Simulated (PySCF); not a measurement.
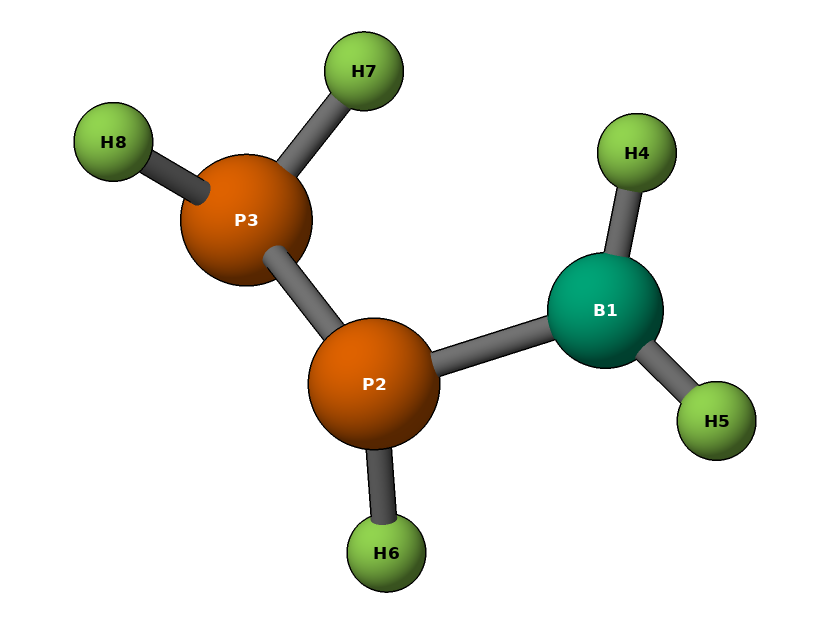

The geometry was computed by an optimisation with PBE0-D3(BJ)/def2-SVP. No frequency run is at hand to confirm it as a minimum. Method: GIAO KT2/pcSseg-2 NMR shielding, non-relativistic, gas phase (PySCF 2.14.0). Principal shieldings σ11 ≤ σ22 ≤ σ33, span Ω = σ33 − σ11, skew κ = 3(σiso − σ22)/Ω.

Give the shielding tensors of the B atoms.

```json
{"atom": "B1", "σ11": "−74.4", "σ22": "4.9", "σ33": "126.5", "σiso": "19.0", "Ω": "200.9", "κ": "0.21"}
```

Shieldings and span in ppm.
